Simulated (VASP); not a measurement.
Shape and ions are relaxed at each volume.

Energy against volume of ZnF2 (rutile). Computed with PBEsol GGA, VASP's PBE PAW potentials (set 64) (plane waves; VASP).

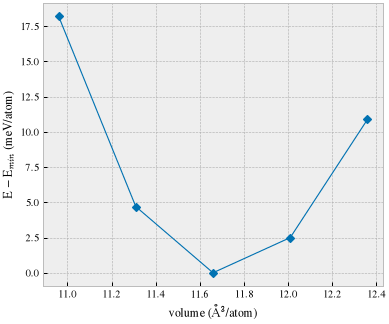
Fig. 1. Energy against volume

Task: Estimate the equilibrium volume and the bulk modulus.

Result: The minimum lies near 11.7 Å³/atom, and the curvature gives B0 of about 110 GPa.

The compound is ZnF2 in the rutile structure. It was relaxed first.
